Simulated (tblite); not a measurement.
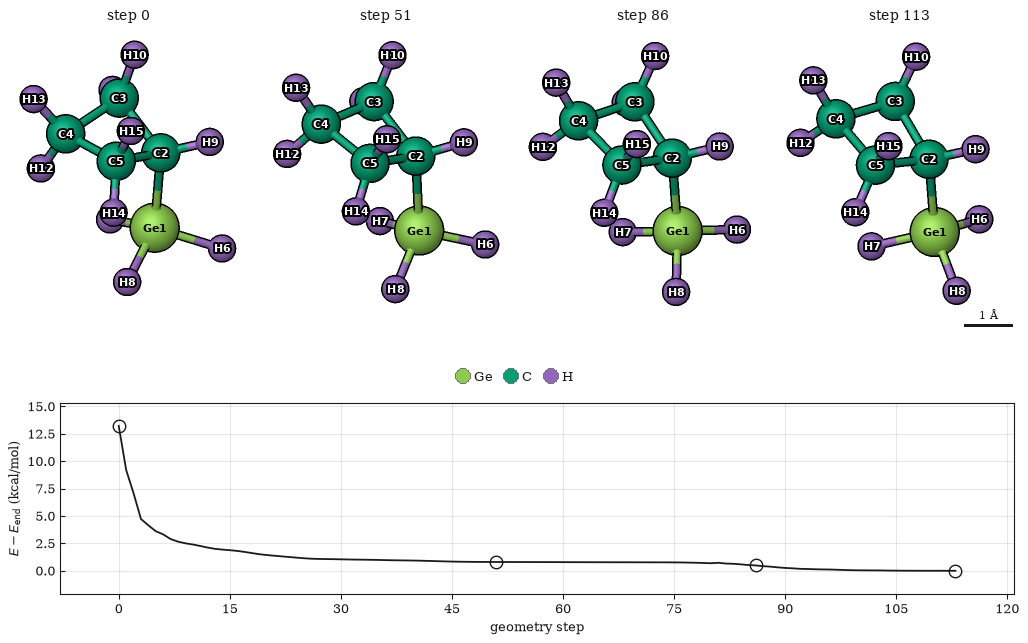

Frames of a relaxation of C$_{4}$H$_{10}$Ge, marked on the history of the run. A ball-and-stick model, seen from a free direction.

Computed with GFN2-xTB geometry optimisation, gas phase in tblite 0.8.0. 

Question: Describe the path.

Answer: Over 113 geometry steps the energy falls by 13.2 kcal/mol. An H atom moves most after the best rigid fit: 1.26 Å. By element the largest moves are H 1.26 Å, C 0.32 Å, Ge 0.21 Å. Among the contacts that change: Ge–H 1.566 → 1.497 Å, C–C 1.492 → 1.533 Å, Ge–H 1.537 → 1.497 Å, C–H 1.127 → 1.089 Å. Bond angles that change, for instance: C–C–H 106.7° → 116.5°, H–C–H 116.2° → 108.7°, H–Ge–H 114.2° → 107.1°. Groups turn about C–Ge by about 50°. The run took 1.9 s on 1 thread of Intel(R) Xeon(R) Processor @ 2.50GHz, on a shared host. From step 0 to 51: an H atom moves most (0.46 Å), energy −12.4 kcal/mol. From step 51 to 86: an H atom moves most (0.52 Å), energy −0.31 kcal/mol. From step 86 to 113: an H atom moves most (0.52 Å), energy −0.49 kcal/mol.

```json
{"step": "0", "E − E(0), kcal/mol": "0.00"}
{"step": "1", "E − E(0), kcal/mol": "-4.02"}
{"step": "2", "E − E(0), kcal/mol": "-6.14"}
{"step": "3", "E − E(0), kcal/mol": "-8.50"}
{"step": "4", "E − E(0), kcal/mol": "-9.08"}
{"step": "5", "E − E(0), kcal/mol": "-9.61"}
{"step": "6", "E − E(0), kcal/mol": "-9.90"}
{"step": "7", "E − E(0), kcal/mol": "-10.33"}
{"step": "8", "E − E(0), kcal/mol": "-10.57"}
{"step": "9", "E − E(0), kcal/mol": "-10.72"}
{"step": "10", "E − E(0), kcal/mol": "-10.83"}
{"step": "15", "E − E(0), kcal/mol": "-11.35"}
{"step": "21", "E − E(0), kcal/mol": "-11.85"}
{"step": "26", "E − E(0), kcal/mol": "-12.13"}
{"step": "32", "E − E(0), kcal/mol": "-12.21"}
{"step": "37", "E − E(0), kcal/mol": "-12.27"}
{"step": "43", "E − E(0), kcal/mol": "-12.35"}
{"step": "48", "E − E(0), kcal/mol": "-12.42"}
{"step": "53", "E − E(0), kcal/mol": "-12.43"}
{"step": "59", "E − E(0), kcal/mol": "-12.44"}
{"step": "64", "E − E(0), kcal/mol": "-12.45"}
{"step": "70", "E − E(0), kcal/mol": "-12.45"}
{"step": "75", "E − E(0), kcal/mol": "-12.46"}
{"step": "80", "E − E(0), kcal/mol": "-12.54"}
{"step": "86", "E − E(0), kcal/mol": "-12.74"}
{"step": "91", "E − E(0), kcal/mol": "-13.00"}
{"step": "97", "E − E(0), kcal/mol": "-13.13"}
{"step": "102", "E − E(0), kcal/mol": "-13.19"}
{"step": "108", "E − E(0), kcal/mol": "-13.22"}
{"step": "113", "E − E(0), kcal/mol": "-13.23"}
```
